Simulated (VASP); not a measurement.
Band structure of BAs (zinc blende). Computed with modified Becke-Johnson potential (mBJ) with spin-orbit coupling, VASP's PBE PAW potentials (set 64) (plane waves; VASP).

mBJ is a potential without an energy functional, so only the levels count.

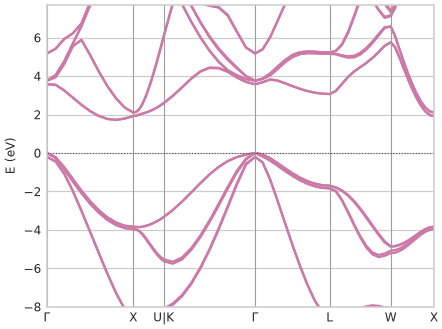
Bands along high-symmetry lines, zero at the valence-band maximum or, without a gap, the Fermi level

Task: Read the plot: is there a gap, and where are the band edges?

Result: The gap is indirect, 1.72 eV, from the valence maximum at Γ to the conduction minimum at Γ-X at 0.80.

Measured: gap 1.82 eV (computed value off by -0.10 eV), as given by Wikipedia, List of semiconductor materials.

The compound is BAs in the zinc blende structure. It was relaxed first. The cell's shape comes from a PBE relaxation.
